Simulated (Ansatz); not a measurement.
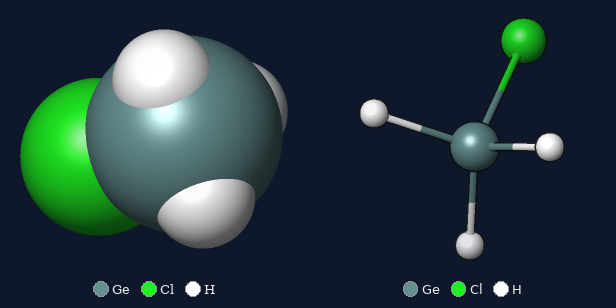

Two views of one molecule.

The computed structure is the end point of a PBE0-D4/def2-TZVP optimisation.

Count the atoms of each element.

ClGeH₃, 5 atoms: 1 chlorine, 1 germanium and 3 hydrogen.

How many atoms are distinct by symmetry?

3: 1 Ge, 1 Cl, 3 H.

How many bonds of each kind are drawn?

3 Ge–H, 1 Cl–Ge. Sticks follow a distance rule.

More results for the same structure follow; atom numbers are the same in all pictures, views and colours differ.

Geometry

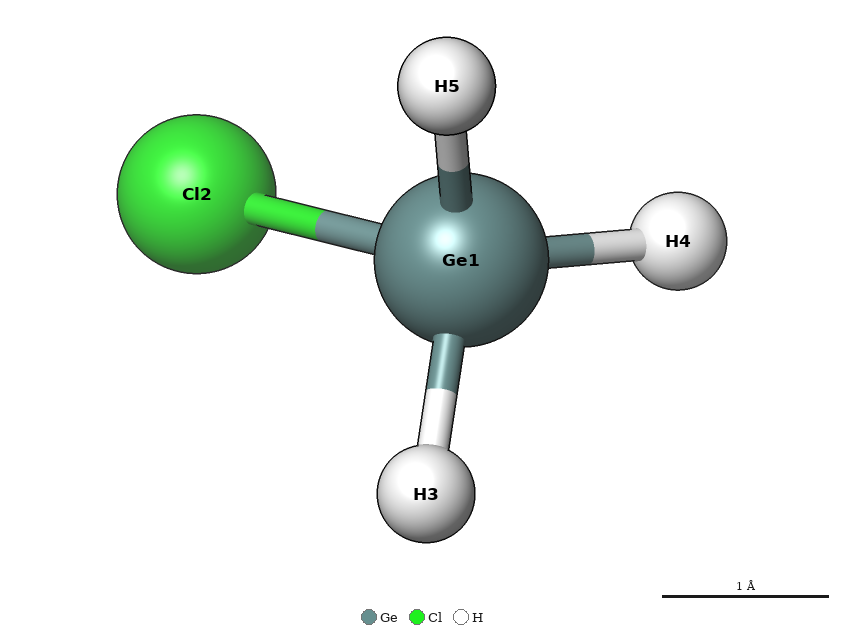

The atoms are numbered.

Which atoms are bonded, and how long are the bonds?

| bond | length (Å) |
| --- | --- |
| Ge1–Cl2 | 2.155 |
| Ge1–H3 | 1.532 |
| Ge1–H4 | 1.532 |
| Ge1–H5 | 1.532 |

Charges

The questions are on Mulliken charges. Properties computed with RKS PBE0-D4/def2-TZVP (Ansatz 0.2.0).

Give the Mulliken charges atom by atom.

```tsv
atom	value (e)
Ge1	0.24
Cl2	−0.32
H3	0.03
H4	0.03
H5	0.03
```

Vibrations

Harmonic vibrations computed with RKS PBE0-D4/def2-TZVP (Ansatz 0.2.0) at a stationary point of the same level.

How many vibrational modes are there, and where do they lie?

9 modes: 427, 596, 596, 849, 871, 871, 2178, 2189, 2189 cm⁻¹.

Electronic properties

Method: RKS PBE0-D4/def2-TZVPP (Ansatz 0.2.0).

What does the calculation give?

- HOMO energy (Kohn–Sham orbital): −8.78 eV
- LUMO energy (Kohn–Sham orbital): −0.28 eV
- HOMO–LUMO gap: 8.49 eV

Dipole moment

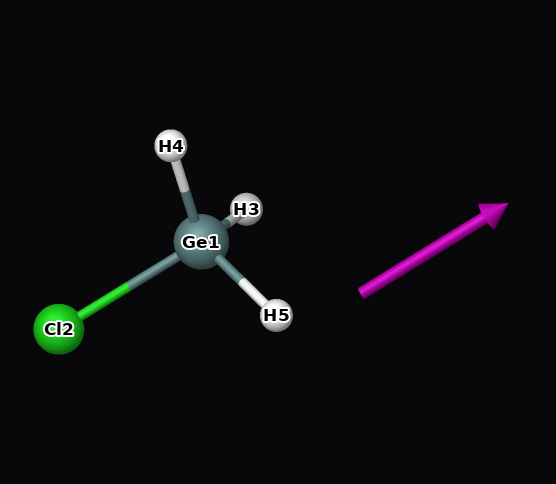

The arrow beside the molecule shows the direction of the dipole moment, from the negative to the positive end (its length means nothing). Method: RKS PBE0-D4/def2-TZVP (Ansatz 0.2.0).

How large is the dipole moment?

1.97 D; it points from the side of Cl2 to the side of H3, H4, H5 (the outermost atoms at the two ends).

Mulliken values depend strongly on the basis set and can even reverse the polarity of a bond.
